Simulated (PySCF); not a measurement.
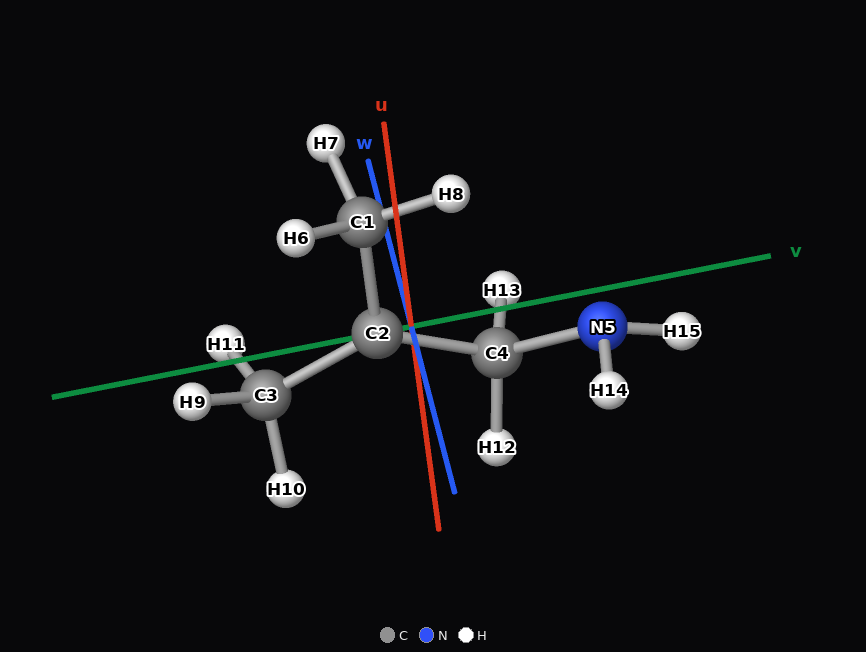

The lines u, v and w are the principal axes of the g tensor. State: neutral, doublet. The geometry was computed by an optimisation with PBE0-D3(BJ)/def2-SVP. No frequency run is at hand to confirm it as a minimum. Method: UKS B3LYP, IGLO-III on C N, pcH-1 on H, non-relativistic, mean-field spin-orbit, GIAO (PySCF 2.14.0).

**Along which axis does g lie farthest from the free-electron value?**

Along v (close to the long direction C3···N5): the shift is 584 ppm.

Give the principal values and shifts.

```
axis        g  shift (ppm)
   u  2.00276          442
   v  2.00290          584
   w  2.00220         −123
```
